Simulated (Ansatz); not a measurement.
# AlClH4OSi2: what the fields show

The calculation's input:

```
crystal:
  periodic: [false, false, false]
  atoms:
    - {symbol: Al, position_ang: [-0.797552, 0.174950, -1.235132]}
    - {symbol: Cl, position_ang: [-2.391268, 1.399743, -1.918935]}
    - {symbol: O, position_ang: [1.331776, -1.461716, -0.321190]}
    - {symbol: Si, position_ang: [1.219393, 0.149131, 0.195130]}
    - {symbol: Si, position_ang: [0.172195, -2.094844, -1.383536]}
    - {symbol: H, position_ang: [1.111800, 0.213443, 1.680985]}
    - {symbol: H, position_ang: [2.446233, 0.905444, -0.187393]}
    - {symbol: H, position_ang: [0.821531, -2.576016, -2.636656]}
    - {symbol: H, position_ang: [-0.512741, -3.267650, -0.768016]}
basis:
  gaussian: {orbitals: def2-TZVPD}
output: {forces: true, orbitals: {seedname: orbitals}}
hamiltonian: {xc: {name: PBE0}}
```

Command:

```sh
ansatz run input.yaml --threads 2 --pin off --max-ram 4350MiB --events-out events.jsonl --progress --plain --runs-dir runs
```

Geometry: B3LYP/6-31G*.

Computed with isolated molecule in a Gaussian basis; Kohn-Sham density functional theory, functional PBE0 (Ansatz 0.2.0).

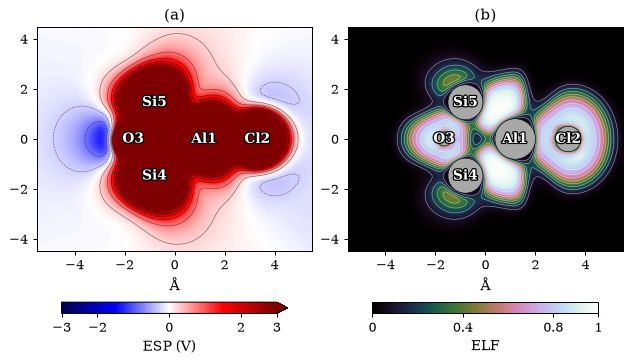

Figure 1. (a) molecular electrostatic potential; (b) electron localisation function on the plane of atoms Cl2, Al1 and Si5. Grey discs cover the atomic cores in the ELF map.

Describe what can be read from this map.

Atoms in the plane: Al, Cl, O and Si.
Si–O (1.70 Å): the ELF peaks at about 0.85 between the atoms (a shared but strongly polarised pair).
Al–Cl (2.12 Å): the ELF peaks at about 0.85 in the valence shell of Cl, 0.9 Å from its nucleus, and is about 0.80 at the midpoint.
Al–Si (2.47 Å): the ELF peaks at about 0.95 between the atoms (a covalent bond).
The ELF also peaks beside Cl2 and O3, away from the bonds: lone-pair regions.
Outside the dense part of the molecule the potential is most negative (−1.3 V) near O3.

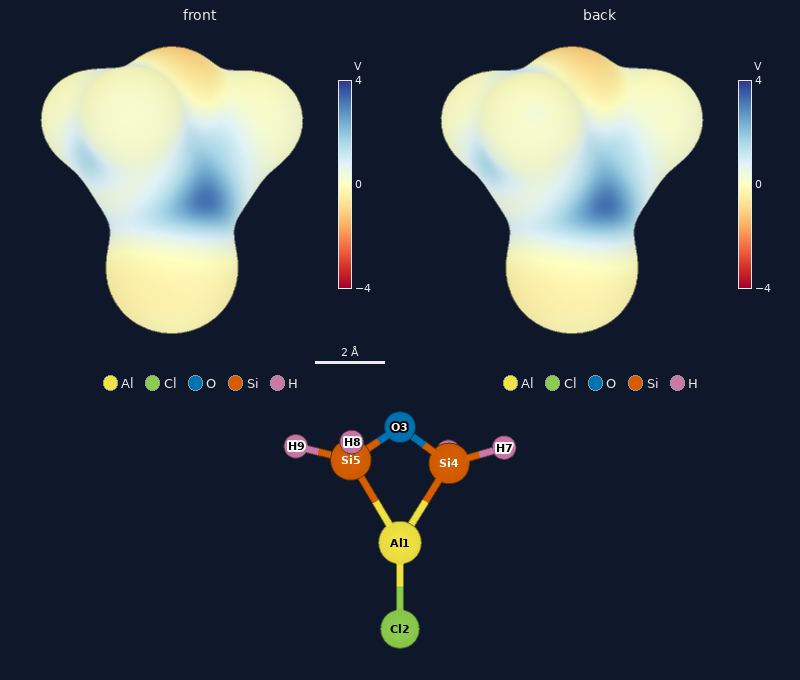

Figure 2. The electrostatic potential painted on the density surface at 0.002 e/bohr³, seen from the front and from behind; red is negative and blue positive. The bare structure is drawn below in the same view.

Describe the electrostatic potential map.

The most negative region (about −1.0 V) lies over O3, the most positive (about +3.1 V) over Al1. O3 is the likeliest acceptor of a hydrogen bond.

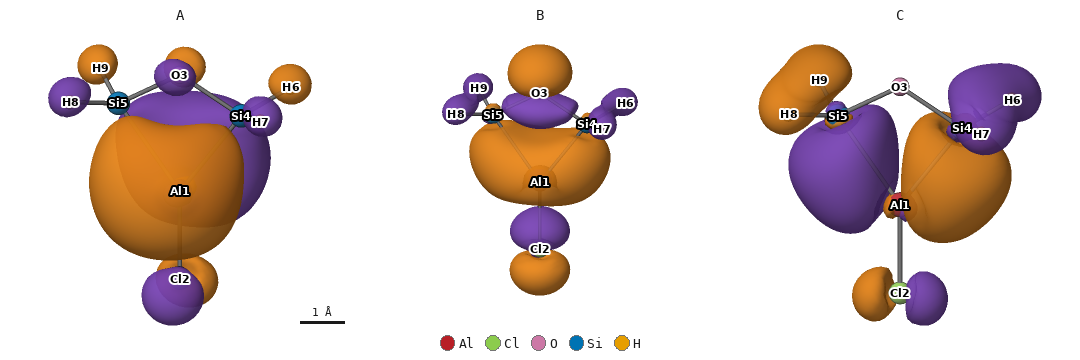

Figure 3. Three frontier orbitals at ±0.08 Å⁻³ᐟ² (orange and purple are the two phases), in no order.

Order the three orbitals by energy and name them.

B is the HOMO−1 (−8.28 eV). It lies mainly on O3 (about 30 %), Al1 (about 25 %), Si4 (about 15 %), Si5 (about 15 %) and Cl2 (about 10 %). C is the HOMO (−6.86 eV). It lies mainly on Si4 (about 25 %), Si5 (about 25 %) and Al1 (about 25 %). A is the LUMO (−2.46 eV). Its weight (Hirshfeld) is mainly on Al1 (about 60 %), Si4 (about 15 %), Si5 (about 15 %) and Cl2 (about 5 %).

What is the HOMO–LUMO gap?

4.40 eV between the orbital energies.
